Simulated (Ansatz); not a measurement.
# BClH4N2: what the fields show

The calculation's input:

```
crystal:
  periodic: [false, false, false]
  atoms:
    - {symbol: B, position_ang: [-0.526525, -0.031487, 0.313452]}
    - {symbol: N, position_ang: [0.807439, 0.347482, -0.485424]}
    - {symbol: N, position_ang: [-0.693179, -1.335013, 0.433638]}
    - {symbol: H, position_ang: [1.212930, -0.559748, -0.711036]}
    - {symbol: Cl, position_ang: [-1.369679, 1.490122, 0.789581]}
    - {symbol: H, position_ang: [0.619856, 0.868393, -1.338291]}
    - {symbol: H, position_ang: [1.458940, 0.892394, 0.073633]}
    - {symbol: H, position_ang: [-1.509782, -1.672143, 0.924347]}
basis:
  gaussian: {orbitals: def2-TZVPP}
hamiltonian: {xc: pbe0, dispersion: d4}
output: {orbitals: {seedname: orbitals}}
```

Command:

```sh
ansatz run in.yaml --threads 2 --pin off --events-out ev --progress --plain --max-ram 4352MiB
```

The product side of a reaction path; geometry: PBE0-D4/def2-TZVP.

Theory: RKS PBE0-D4/def2-TZVPP in Ansatz 0.2.0.

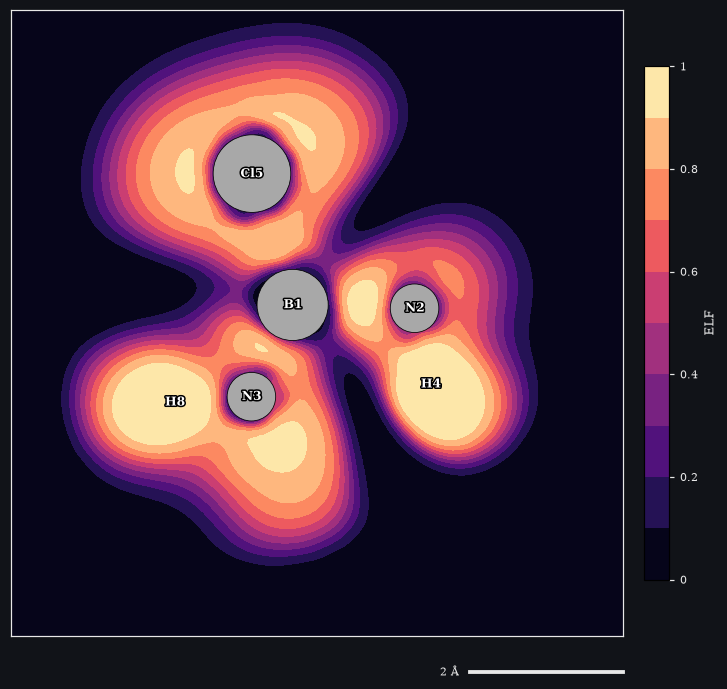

Figure 1. Electron localisation function on the plane of atoms N2, B1 and Cl5. Grey discs cover the atomic cores.

> Describe what can be read from this map.

The section cuts through B, N, H and Cl sites. B–N (1.32 Å): the ELF peaks at about 0.90 between the atoms, as expected for a polar covalent bond. B–Cl (1.80 Å): the ELF peaks at about 0.90 between the atoms, as expected for a polar covalent bond. N–H (1.01 Å): the ELF climbs to about 1 towards the hydrogen, as it does in any bond to H; an ordinary covalent bond to hydrogen. The ELF also peaks beside N3 and Cl5, away from the bonds: lone-pair regions.

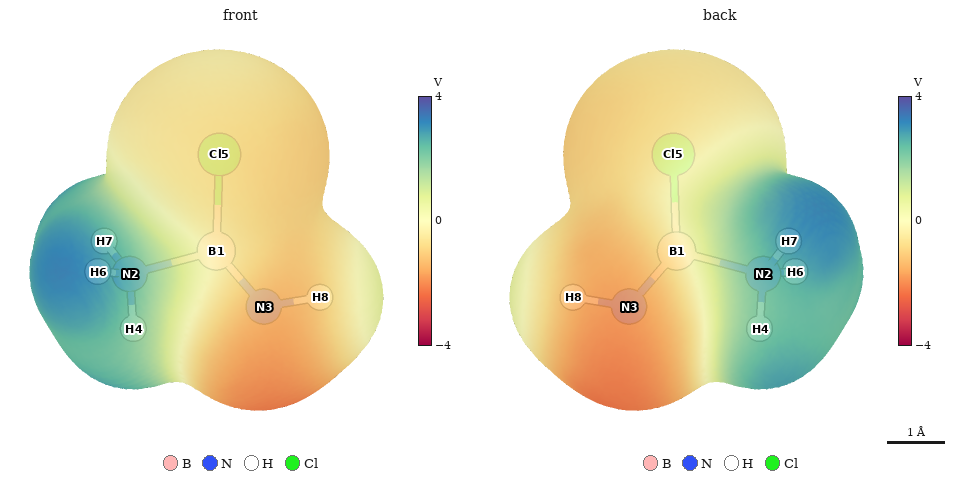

Figure 2. The molecular electrostatic potential painted on the density surface at 0.002 e/bohr³, seen from the front and from behind; red is negative and blue positive.

> Which sites attract a positive test charge, and which a negative one?

A positive charge is drawn to the negative regions and a negative charge to the positive ones. The most negative region (about −2.2 V, or −51 kcal/mol for a unit charge) lies over N3, the most positive (about +3.2 V, or +74 kcal/mol for a unit charge) over H6 and H7. N3 is the likeliest acceptor of a hydrogen bond.

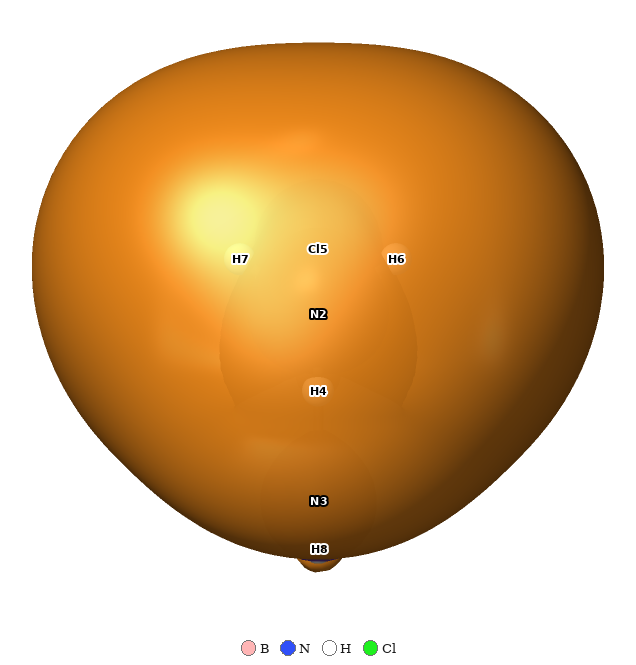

Figure 3. The LUMO at ±0.06 Å⁻³ᐟ² (orange and purple are the two phases), seen at an oblique angle.

> Describe this orbital and give its energy.

Its weight (Hirshfeld) is mainly on H7 (about 25 %), H6 (about 25 %), N2 (about 15 %), H4 (about 15 %) and B1 (about 10 %). Its energy is −0.25 eV.
